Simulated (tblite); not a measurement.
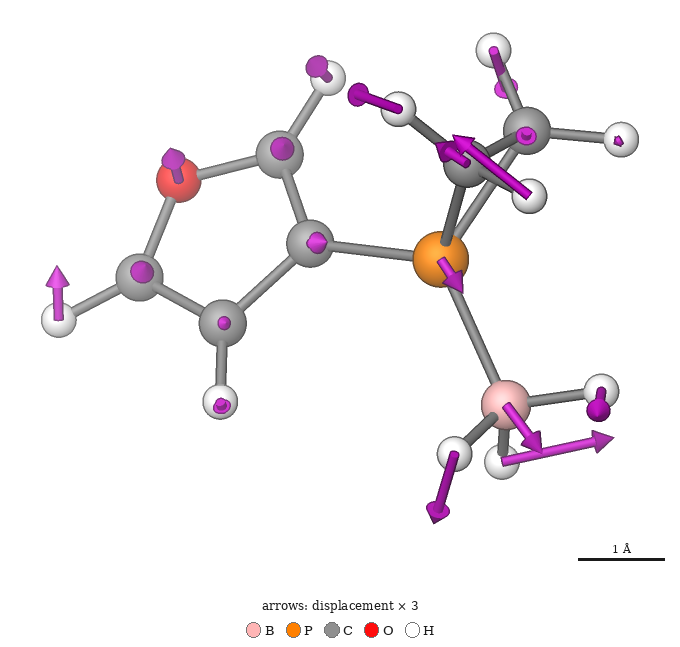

A relaxation of C6H10BOP. The starting structure is drawn; purple arrows show the displacements, magnified 3 times. The two geometries are superimposed by the best rigid fit.

Style: ball-and-stick. Shown at a tilt.

Computed with GFN2-xTB geometry optimisation, gas phase (tblite 0.8.0). 

Describe the change and its energy.

Answer. Over 81 geometry steps the energy falls by 14.7 kcal/mol. An H atom moves most after the best rigid fit: 0.45 Å. By element the largest moves are H 0.45 Å, B 0.25 Å, O 0.22 Å, C 0.20 Å, P 0.16 Å. Among the contacts that change: B–P 1.870 → 1.948 Å, C–H 1.128 → 1.082 Å, C–C 1.380 → 1.426 Å, C–O 1.300 → 1.339 Å. Bond angles that change, for instance: C–P–C 119.1° → 104.2°, O–C–H 128.4° → 117.2°, B–P–C 114.1° → 123.7°. The run took 0.48 s on 1 thread of Intel(R) Xeon(R) 6975P-C (shared host).
